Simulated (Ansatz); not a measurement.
**C₂H₈OSi: basis-set convergence**

How large a basis does C₂H₈OSi need? Two functionals are run in growing sets.

Computed with Ansatz 0.2.0, Gaussian basis. Level: one geometry, several basis sets.

The runs, in order: PBE0-D4/def2-SVP; ωB97M-V/def2-SVP; PBE0-D4/def2-QZVPP; ωB97M-V/def2-QZVPP; the functionals' def2-TZVPP values are taken from earlier runs.

## Step 1: Structure used throughout

All runs share one geometry, relaxed beforehand with PBE0-D4 in a triple-zeta def2 set.

SMILES `CCO[SiH3]`, 12 atoms, charge 0, spin multiplicity 1.

Atoms are counted from 1 here; the program's logs count them from 0.

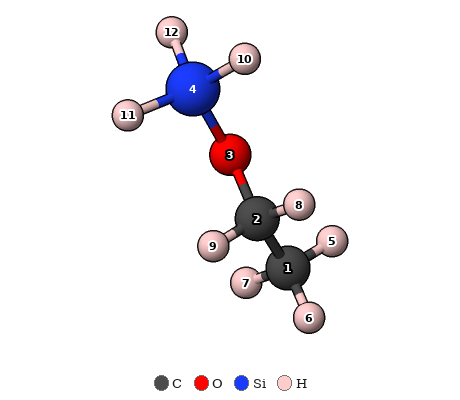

The structure; carbon dark grey, oxygen red, silicon blue, hydrogen pink; atoms are numbered from 1 in the order of the file.

## Step 2: PBE0-D4 in def2-SVP

Contents of in.yaml:

```yaml
crystal:
  periodic: [false, false, false]
  atoms:
    - {symbol: C, position_ang: [0.131538, 1.765746, 0.749030]}
    - {symbol: C, position_ang: [-0.407678, 0.554967, 0.030435]}
    - {symbol: O, position_ang: [0.555925, -0.481401, 0.070074]}
    - {symbol: Si, position_ang: [0.297075, -1.948449, -0.619923]}
    - {symbol: H, position_ang: [1.050345, 2.114632, 0.273831]}
    - {symbol: H, position_ang: [-0.600016, 2.577067, 0.728544]}
    - {symbol: H, position_ang: [0.353741, 1.524811, 1.790336]}
    - {symbol: H, position_ang: [-0.642809, 0.805411, -1.013002]}
    - {symbol: H, position_ang: [-1.339384, 0.215703, 0.503286]}
    - {symbol: H, position_ang: [0.056202, -1.813453, -2.084654]}
    - {symbol: H, position_ang: [-0.893034, -2.616628, -0.020872]}
    - {symbol: H, position_ang: [1.515095, -2.753706, -0.373083]}
basis:
  gaussian: {orbitals: def2-SVP}
hamiltonian: {xc: pbe0, dispersion: d4}
output: {orbitals: {seedname: orbitals}}
```

Launch:

```console
$ ansatz run in.yaml --threads 4 --pin off --events-out ev --progress --plain --max-ram 10444MiB
```

The log of the run:

```text
Functional definition: PBE0
  name "PBE0"
  cite "Adamo & Barone, J. Chem. Phys. 110, 6158 (1999) doi:10.1063/1.478522"
  cite "Perdew, Burke & Ernzerhof, Phys. Rev. Lett. 77, 3865 (1996) doi:10.1103/PhysRevLett.77.3865"
  parent pbe
  parameter a = 0.25
  parameter kappa = 0.804
  parameter beta = 0.06672455060314922
  exchange = (1 - a)*pbe_x(kappa = kappa, mu = beta*pi^2/3) + a*exact_x
  correlation = pbe_c(beta = beta)
1119 factors; their error is unknown
mean field evaluation 1: about -12110.5620 eV, gradient 4.9e1 eV
mean field evaluation 2: about -12106.2112 eV, gradient 6.8e1 eV
mean field evaluation 4: about -12115.7332 eV, gradient 2.7e0 eV
mean field evaluation 8: about -12115.7501 eV, gradient 2.8e-2 eV
mean field evaluation 16: about -12115.7926 eV, gradient 2.7e-5 eV
mean field -12115.79255822 eV, -445.2471641355 hartree, gradient 2.7e-5 eV, S^2 0.000000; 0 other end points of the search recorded, 0 dependent functions left out
reference -12115.79258676 eV, -445.2471651844 hartree; 21, 21 occupied and 79, 79 virtual orbitals, 1119 factors
Total energy: -12115.95929748 eV, -445.2532916903 hartree
```

Wall time 0.7 s (4 threads of Arm Neoverse V2, shared host).

## Step 3: ωB97M-V in def2-SVP

Edit in.yaml of step 2 so:

```diff
@@ -17,3 +17,3 @@
   gaussian: {orbitals: def2-SVP}
-hamiltonian: {xc: pbe0, dispersion: d4}
+hamiltonian: {xc: {name: wB97M-V}}
 output: {orbitals: {seedname: orbitals}}
```

Same command.

The log of the run (excerpt; [...] marks lines left out):

```text
Functional definition: wB97M-V
  name "wB97M-V"
  cite "Mardirossian & Head-Gordon, J. Chem. Phys. 144, 214110 (2016) doi:10.1063/1.4952647"
  cite "Becke, J. Chem. Phys. 107, 8554 (1997) doi:10.1063/1.475007"
  cite "Vydrov & Van Voorhis, J. Chem. Phys. 133, 244103 (2010) doi:10.1063/1.3521275"
  # Of w^i u^j: cxij and so on, Table III.
[...]
  gx(w, u) = 1 - cx + cx01*u + cx10*w
  gss(w, u) = css00 + css04*u^4 + css10*w + css20*w^2 + css43*w^4*u^3
  gos(w, u) = cos00 + cos10*w + (cos20 + cos21*u)*w^2 + (cos60 + cos61*u)*w^6
[...]
      + integral(e_c_pw_mod_opposite_spin*gos(b97_w_opposite, b97_u_opposite)) + vv10(b, c)
1119 factors; their error is unknown
313 factors; integrals over basis functions are off by at most 8.2e-6 eV
[...]
mean field -12121.12988467 eV, -445.4433072646 hartree, gradient 2.1e-5 eV, S^2 0.000000; 0 other end points of the search recorded, 0 dependent functions left out
reference -12121.12993006 eV, -445.4433089326 hartree; 21, 21 occupied and 79, 79 virtual orbitals, 1119 factors
Total energy: -12121.12993006 eV, -445.4433089326 hartree
```

Run time: 2.9 s. Hardware: 4 threads of Arm Neoverse V2, shared host.

## Step 4: PBE0-D4 in def2-QZVPP

Edit in.yaml of step 3 so:

```diff
@@ -16,4 +16,4 @@
 basis:
-  gaussian: {orbitals: def2-SVP}
-hamiltonian: {xc: {name: wB97M-V}}
+  gaussian: {orbitals: "def2-QZVPP.json"}
+hamiltonian: {xc: pbe0, dispersion: d4}
 output: {orbitals: {seedname: orbitals}}
```

Launched as before.

The log of the run:

```text
Functional definition: PBE0
  name "PBE0"
  cite "Adamo & Barone, J. Chem. Phys. 110, 6158 (1999) doi:10.1063/1.478522"
  cite "Perdew, Burke & Ernzerhof, Phys. Rev. Lett. 77, 3865 (1996) doi:10.1103/PhysRevLett.77.3865"
  parent pbe
  parameter a = 0.25
  parameter kappa = 0.804
  parameter beta = 0.06672455060314922
  exchange = (1 - a)*pbe_x(kappa = kappa, mu = beta*pi^2/3) + a*exact_x
  correlation = pbe_c(beta = beta)
1413 factors; their error is unknown
mean field evaluation 1: about -12116.2691 eV, gradient 6.2e1 eV
mean field evaluation 2: about -12107.7670 eV, gradient 9.0e1 eV
mean field evaluation 4: about -12124.0425 eV, gradient 4.7e0 eV
mean field evaluation 8: about -12124.0859 eV, gradient 6.3e-2 eV
mean field evaluation 16: about -12124.0892 eV, gradient 3.7e-5 eV
mean field -12124.08921045 eV, -445.5520604812 hartree, gradient 3.7e-5 eV, S^2 0.000000; 0 other end points of the search recorded, 0 dependent functions left out
reference -12124.08925440 eV, -445.5520620965 hartree; 21, 21 occupied and 460, 460 virtual orbitals, 1413 factors
Total energy: -12124.25596512 eV, -445.5581886023 hartree
```

It took 5.5 s on 4 threads of Arm Neoverse V2, shared host; peak memory 1.5 GiB.

## Step 5: ωB97M-V in def2-QZVPP

Edit in.yaml of step 4 so:

```diff
@@ -17,3 +17,3 @@
   gaussian: {orbitals: "def2-QZVPP.json"}
-hamiltonian: {xc: pbe0, dispersion: d4}
+hamiltonian: {xc: {name: wB97M-V}}
 output: {orbitals: {seedname: orbitals}}
```

Launched as before.

The log of the run (excerpt; [...] marks lines left out):

```text
Functional definition: wB97M-V
  name "wB97M-V"
  cite "Mardirossian & Head-Gordon, J. Chem. Phys. 144, 214110 (2016) doi:10.1063/1.4952647"
  cite "Becke, J. Chem. Phys. 107, 8554 (1997) doi:10.1063/1.475007"
  cite "Vydrov & Van Voorhis, J. Chem. Phys. 133, 244103 (2010) doi:10.1063/1.3521275"
  # Of w^i u^j: cxij and so on, Table III.
[...]
  gx(w, u) = 1 - cx + cx01*u + cx10*w
  gss(w, u) = css00 + css04*u^4 + css10*w + css20*w^2 + css43*w^4*u^3
  gos(w, u) = cos00 + cos10*w + (cos20 + cos21*u)*w^2 + (cos60 + cos61*u)*w^6
[...]
      + integral(e_c_pw_mod_opposite_spin*gos(b97_w_opposite, b97_u_opposite)) + vv10(b, c)
1393 factors; their error is unknown
391 factors; integrals over basis functions are off by at most 9.6e-6 eV
[...]
mean field -12129.64766243 eV, -445.7563298237 hartree, gradient 2.8e-5 eV, S^2 0.000000; 0 other end points of the search recorded, 0 dependent functions left out
reference -12129.64773363 eV, -445.7563324405 hartree; 21, 21 occupied and 460, 460 virtual orbitals, 1393 factors
Total energy: -12129.64773363 eV, -445.7563324405 hartree
```

Wall time 14 s (4 threads of Arm Neoverse V2, shared host); peak memory 1.9 GiB.

## Step 6: Density functionals: the series

The def2-TZVPP values come from earlier runs at the same geometry.

| functional | basis | functions | energy (eV) | from the largest (eV) | HOMO (eV) | LUMO (eV) |
| --- | --- | --- | --- | --- | --- | --- |
| PBE0-D4 | def2-SVP | 100 | -12115.9593 | 8.297 | -7.99 | 0.89 |
| PBE0-D4 | def2-TZVPP | 247 | -12123.7289 | 0.527 | -8.10 | 0.36 |
| PBE0-D4 | def2-QZVPP | 481 | -12124.2560 | 0.000 | -8.12 | 0.19 |
| ωB97M-V | def2-SVP | 100 | -12121.1299 | 8.518 | -10.34 | 2.78 |
| ωB97M-V | def2-TZVPP | 247 | -12129.1494 | 0.498 | -10.47 | 2.00 |
| ωB97M-V | def2-QZVPP | 481 | -12129.6477 | 0.000 | -10.50 | 1.58 |

## Step 7: Outcome

| quantity | value |
| --- | --- |
| PBE0-D4: double and triple zeta above quadruple | 8.30, 0.53 eV |
| ωB97M-V: double and triple zeta above quadruple | 8.52, 0.50 eV |

**Reading.** PBE0-D4 gains 7.77 eV from double to triple zeta, then 0.53 eV more. Total energies overstate the basis error of differences, where much of it tends to cancel. The LUMO of ωB97M-V is positive and keeps falling with the basis (2.78 to 1.58 eV): an unbound level that the basis holds in place.

For PBE0-D4 the largest set took about 8 times as long as the smallest (5.5 s against 0.7 s).
